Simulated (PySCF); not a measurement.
```xyz
17

C     2.3036   -1.0421    0.0409
O     1.5147    0.1130    0.1235
B     0.1623    0.1455    0.1864
O    -0.4418    1.3510    0.2591
C     0.2552    2.5799    0.2853
Si   -1.0896   -1.3904    0.1794
C    -2.8012   -0.7743    0.7822
O    -3.1821   -0.8462    1.9240
H     1.6935   -1.9485   -0.0121
H     2.9507   -1.0915    0.9202
H     2.9271   -0.9760   -0.8539
H    -0.4491    3.3484    0.6038
H     0.6341    2.8183   -0.7110
H     1.0964    2.5329    0.9787
H    -0.7619   -2.5340    1.0471
H    -1.3585   -1.9883   -1.1436
H    -3.4605   -0.2856    0.0295
```

Geometry: GFN2-xTB.

These are results of PBE0/pcSseg-1, SCF density, gas phase, non-relativistic (PySCF), not measurements.

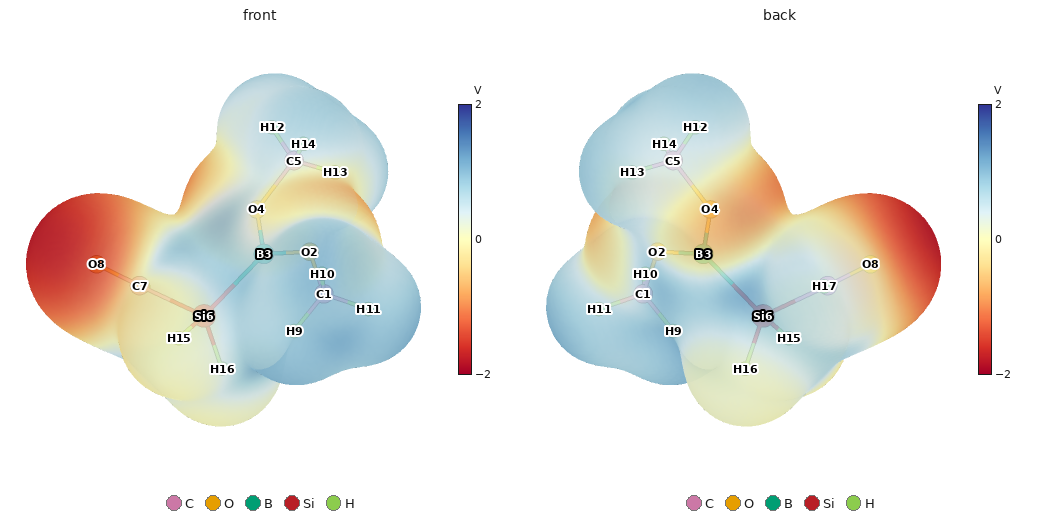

C$_{3}$H$_{9}$BO$_{3}$Si (SMILES COB(OC)[SiH2]C=O). The electrostatic potential painted on the density surface at 0.002 e/bohr³, seen from the front and from behind; the colour scale runs from red (negative) to blue (positive).

Question: Which sites attract a positive test charge, and which a negative one?

Answer: A positive charge is drawn to the negative regions and a negative charge to the positive ones. The most negative region (about −1.8 V) lies over O8, the most positive (about +1.1 V) over C1, Si6 and H9. O8 is the likeliest acceptor of a hydrogen bond.
